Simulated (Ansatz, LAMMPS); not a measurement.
# Which site? a vacancy of P in glassy 83P2O5-17Al2O3 (mol %) (80 atoms), part 2 of 4

Aim: make a vacancy of P at several sites of glassy 83P2O5-17Al2O3 (mol %) (80 atoms), relax each, and compare their energies.

Ansatz 0.2.0; Kohn-Sham DFT, PBE, PAW (set soft_1), plane waves.

The cell: 20 P, 4 Al and 56 O. The quench rate of 6 K/ps is many orders above laboratory rates. The starting topology of bonds comes from the classical model. The Brillouin zone is sampled at Γ only, in a cell whose shortest periodic width is 10 Å.

So far. Step 2 (Single point at the start): The r.m.s. force at the start is 1.4 eV/Å. Step 3 (Relaxation): The relaxation converged after 14 steps, 10.0 eV below its start, with a largest force component of 0.014 eV/Å.

## 4. Single point at the relaxed geometry

The electronic structure is read at the final geometry, in a run of its own.

The input, input.yaml:

```yaml
crystal:
  lattice:
    - [10.13788, 0.0, 0.0]
    - [0.0, 10.13788, 0.0]
    - [0.0, 0.0, 10.13788]
  atoms:
    - { symbol: P, position: [0.89461, 0.79279, 0.93625] }
    - { symbol: P, position: [0.94584, 0.39535, 0.40477] }
    - { symbol: P, position: [0.82433, 0.61617, 0.71133] }
    - { symbol: P, position: [0.20348, 0.44837, 0.08157] }
    - { symbol: P, position: [0.0395, 0.69714, 0.17336] }
    - { symbol: P, position: [0.53974, 0.24503, 0.00853] }
    [... 68 atom lines left out ...]
    - { symbol: O, position: [0.00261, 0.89816, 0.92588] }
    - { symbol: O, position: [0.39632, 0.76447, 0.72562] }
    - { symbol: O, position: [0.07993, 0.34391, 0.08978] }
    - { symbol: O, position: [0.07114, 0.44195, 0.35009] }
    - { symbol: O, position: [0.88412, 0.94472, 0.70152] }
    - { symbol: O, position: [0.28044, 0.38351, 0.20037] }
kpoints:
  mp_grid: { grid: [1, 1, 1] }
hamiltonian:
  xc: pbe
  pseudopotentials: { kind: paw, azcp: { folder: soft_1 } }
scf:
  occupations: { method: fermi_dirac, width: 0.05 }
output:
  forces: true
  stress: true
  populations: true
  dos:
    method: { smearing: { sigma: 0.1 } }
    de: 0.1
    projected: { site_lists: { Al: [Al], O: [O], P: [P] } }
  eigenvalues: true
  write_density: true
  write_potential: true
  volumetric_format: npy
  elf: true
```

On the command line:

```
> ansatz run input.yaml --threads 4 --pin off --max-ram 8192MiB --backend cpu --events-out ev --progress --plain --runs-dir out
```

Numbers of over 12 decimals in the logs are rounded to 6 here.

What it wrote:

```text
[...]
Crystal: 80 atoms, lattice volume = 1041.937 Å³
Basis set: ecut = 420 eV, 20341 PW (Γ), exchange–correlation on 144×144×144 points (8 copies of the dense FFT grid, shifted against one another)
Bands: 304, of which v1, the nominal top of the filled ones, is band 224 counted from 1 (223 counted from 0)
Symmetry: 1 space group operations
[...]
k-points: 1
[...]
SCF iter   1: F=—  HF=-49109.184254 eV  |F-HF|=—  |Δ(HF+E_count)|=         —  Δρ=1.29e-1  dr2=1.55e2  ethr=3.10e-3  ⟨swp⟩=7.0  Hψ=1584  notcnv=0  defer=31
[...]
SCF iter  13: F=-49065.964837 eV  HF=-49065.964837 eV  |F-HF|=2.92e-9  |Δ(HF+E_count)|=   1.32e-8  Δρ=1.09e-6  dr2=1.03e-8  ethr=2.23e-11  ⟨swp⟩=11.0  Hψ=2092  notcnv=0
SCF 1 converged in 13 iterations: F = -49065.964837 eV  dr2 = 1.03e-8
[...]
WARN: The input density's exchange-correlation potential varies sharply where the density is thin. Do not read a vacuum level from v_tot or v_xc, or from such a field of the output density. On a cell that repeats whose density bears no net charge and no dipole along the vacuum's axis use v_es (v_loc + v_h of the components); [...]
SCF converged after 13 iterations
Free energy (F): -49065.964837 eV
[...]
Internal energy: -49065.964837 eV  (E = F + TS)
E sigma→0 (E₀):  -49065.964837 eV
Fermi energy:    4.898874 eV
[...]
--- Forces (eV/Å), atoms counted from 1 ---
  atom   1  P      0.00405203     0.01081324     0.00034959
  atom   2  P     -0.00895257     0.00861389     0.00398773
  atom   3  P      0.00057669    -0.00314710    -0.00563424
  atom   4  P      0.00802773     0.00407274    -0.00453401
  atom   5  P      0.00032644    -0.00604613     0.00361088
  atom   6  P     -0.00849097     0.00867267    -0.00413851
  atom   7  P      0.01782183    -0.00163370    -0.00103787
  atom   8  P      0.00313906     0.00362479    -0.00236925
  atom   9  P     -0.00625491    -0.00268011    -0.00195581
  atom  10  P      0.00347920    -0.01023320    -0.00809450
  atom  11  P      0.00770911     0.01054167    -0.00646041
  atom  12  P     -0.00877039     0.00320764     0.00131679
  atom  13  P     -0.00917972     0.00204960    -0.00174563
  atom  14  P      0.00798012    -0.00234484     0.00276875
[...]
atom  79  O      0.00064350     0.00832206    -0.00007169
  atom  80  O      0.00598628    -0.00841725     0.00325813
  max |Σ_I F_I| component: 1.18e-4 eV/Å
--- Stress (GPa, compression-positive) ---
       -0.878051      -0.550723       1.274703
       -0.550723      -0.483904      -0.610419
        1.274701      -0.610420      -2.274198
  P = ⅓ Tr σ = -1.2121 GPa (-12.121 kbar)
--- Band table (eV) ---
[...]
--- Löwdin populations: 80 sites ---
  site symbol       q [e]
     0      P      2.8033
     1      P      2.9119
     2      P      2.9032
[...]
79      O      6.6853
  spilling = 0.016883 (of n_electrons = 448.000000)
```

Run time: 18 s. Hardware: 4 threads of Arm Neoverse V1, shared host; peak memory 1.1 GiB; 69 s of CPU time.

The program notes that the exchange-correlation potential is rough where the density is thin.

Read from the output:

| Property | Result |
| --- | --- |
| free energy | -49065.9648 eV |
| free energy per atom | -613.3246 eV/atom |
| SCF cycles | 13 |
| pressure | -1.212 GPa |
| r.m.s. force component | 0.00494 eV/Å |
| longest force | 0.01793 eV/Å |
| Fermi energy | 4.899 eV |
| gap (highest filled to lowest empty level) | 3.096 eV |
| spilling of the projection | 0.01688 |

Löwdin charges by element and coordination (they lack the spilled electrons, 0.095 e an atom on average):

| element | coordination | atoms | mean charge (e) | spread | least | most |
| --- | --- | --- | --- | --- | --- | --- |
| Al | all | 4 | 1.39 | 0.0307 | 1.36 | 1.44 |
| Al | 4 | 1 | 1.44 | 0 | 1.44 | 1.44 |
| Al | 5 | 3 | 1.37 | 0.0108 | 1.36 | 1.39 |
| O | all | 56 | -0.722 | 0.036 | -0.8 | -0.658 |
| O | 1 | 9 | -0.762 | 0.0219 | -0.795 | -0.719 |
| O | 2 | 47 | -0.714 | 0.0331 | -0.8 | -0.658 |
| P | all | 20 | 2.12 | 0.0388 | 2.07 | 2.20 |
| P | 4 | 16 | 2.13 | 0.0412 | 2.07 | 2.20 |
| P | 5 | 4 | 2.11 | 0.021 | 2.07 | 2.13 |

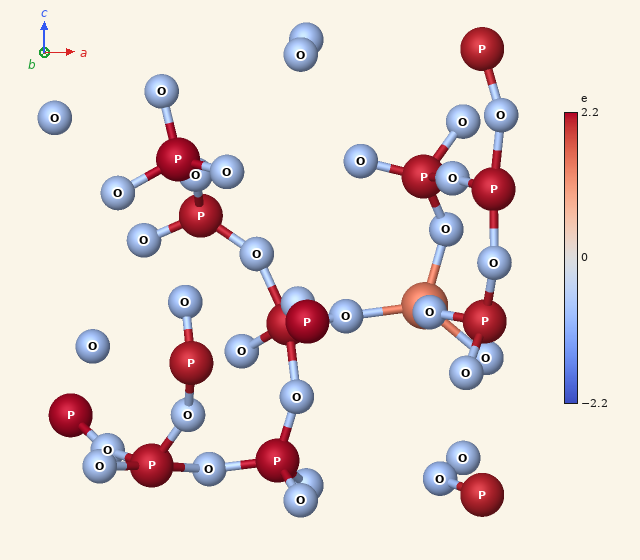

Atoms coloured by Löwdin charge. Drawn is a slice 5 Å thick, seen along the normal of the ac plane. Bonds to atoms that aren't drawn are left out.

States in the cell by windows of 1 eV, zero at the Fermi level; the larger projections on atomic orbitals stand beside the total:

| from (eV) | to (eV) | total | O p | P p | O s |
| --- | --- | --- | --- | --- | --- |
| -10 | -9 | 14.1 | 9.8 | 2.0 | 0.9 |
| -9 | -8 | 21.5 | 15.2 | 3.0 | 1.6 |
| -8 | -7 | 23.1 | 17.8 | 2.3 | 2.0 |
| -7 | -6 | 39.9 | 33.7 | 2.6 | 2.2 |
| -6 | -5 | 41.5 | 36.2 | 2.0 | 1.9 |
| -5 | -4 | 56.0 | 51.3 | 1.6 | 1.5 |
| -4 | -3 | 47.3 | 44.5 | 1.0 | 0.7 |
| -3 | -2 | 35.1 | 33.3 | 0.9 | 0.2 |
| -2 | -1 | 6.0 | 5.7 | 0.2 | 0.0 |
| -1 | 1 | 0.0 | 0.0 | 0.0 | 0.0 |
| 1 | 2 | 2.0 | 0.4 | 0.2 | 0.4 |
| 2 | 3 | 6.0 | 1.3 | 1.2 | 0.9 |
| 3 | 4 | 5.4 | 0.8 | 1.1 | 1.0 |
| 4 | 5 | 17.0 | 2.4 | 5.1 | 2.6 |

Between -25 and -10 eV lie 163 more states.

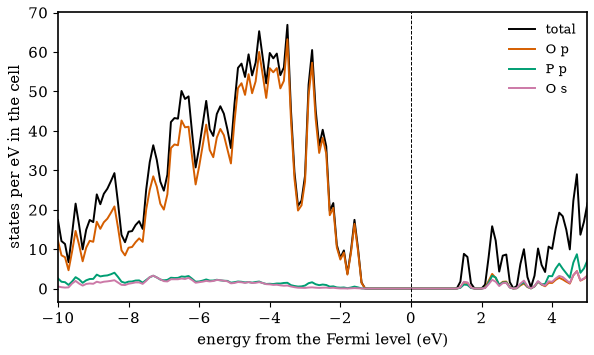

Total and projected density of states, with the broadening of the input.

The levels nearest the highest filled one (over half full), pooled over k-points and spins:

| level less the highest filled one (eV) | occupation |
| --- | --- |
| -0.819 | 2 |
| -0.649 | 2 |
| -0.633 | 2 |
| -0.379 | 2 |
| -0.0916 | 2 |
| 0 | 2 |
| 3.10 | 0 |
| 3.82 | 0 |
| 3.93 | 0 |
| 4.20 | 0 |
| 4.73 | 0 |
| 5.17 | 0 |

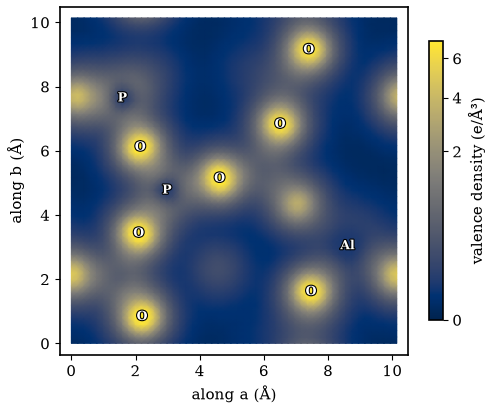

Valence density in the ab plane at fractional z = 0.707, with atoms of P and Al and O within 0.2 Å of it. It is the smooth field of the valence electrons, not physical close to the nuclei. The map starts off the cell's origin, so that atoms lie inside it. The colour scale is stretched toward low values.

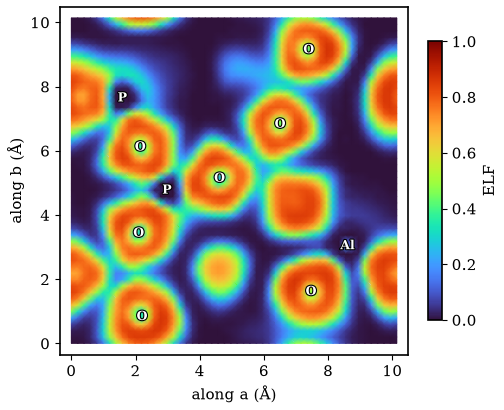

ELF in the ab plane at fractional z = 0.707, with atoms of P and Al and O within 0.2 Å of it. It is the smooth field of the valence electrons, not physical close to the nuclei. The map starts off the cell's origin, so that atoms lie inside it.

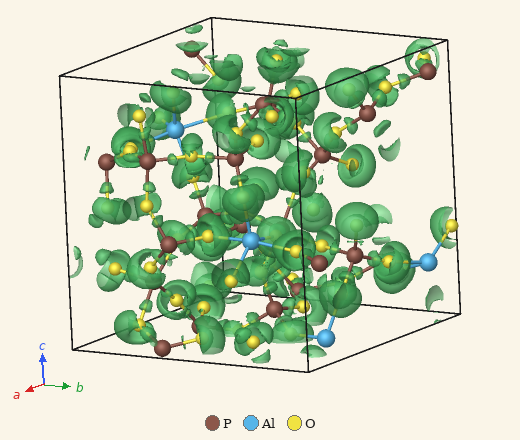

Surface of ELF = 0.81. Bonds to atoms that aren't drawn are left out.

Between filled and empty levels lie 3.10 eV (at Γ alone); a semilocal functional tends to put such gaps too low. In a disordered cell it changes from sample to sample, and tail or defect levels can set it. Mean Löwdin charges: Al +1.39, O -0.72, P +2.12 e (they miss 1.7 % of the electrons, so they add up to more than the cell's charge).

[end of part 2 of 4]

[Logs are printed without paths, hosts, clocks, repeated set-up lines and the standing remarks that a program may print on its own settings, such as how far it seeks lower states.]

[Hosts, paths, dates, database ids (printed as entryN), source tags and the programs' standing remarks are cut or masked in the printed files.]
